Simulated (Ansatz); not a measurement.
**BAs: carrier doping**

Consider BAs in the zinc blende structure (space group F-43m, No. 216; a = 4.809 Å).

Carriers are added at fixed cell with a uniform background; the Fermi–Dirac width is that of 300 K.

Calculations: PBE (Ansatz, a quantum-chemistry and plane-wave program), scalar-relativistic without spin-orbit coupling, earlier PAW set.

Notes on the quantities. Fermi level from band edge: Fermi level relative to the doped band's edge (positive inside the band; to 0.05 eV).

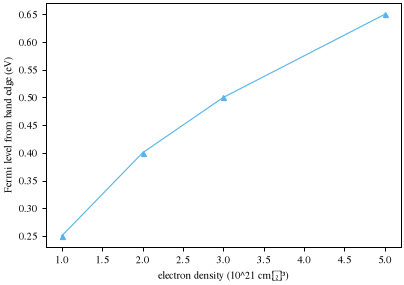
Figure. Fermi level from band edge against electron density

Task: From the plot, what is the Fermi level from band edge for electrons 5.0×10^21 cm⁻³?

Result: About 0.65 eV.

Task: Is the trend monotonic over the range shown?

Result: Yes, it rises throughout, spanning +0.25 eV to +0.65 eV.

Carriers are added with a uniform compensating background; total energy and stress of such cells depend on the potential's zero and are not compared; many-body gap narrowing is missing at this level. No phonon test of stability was made.
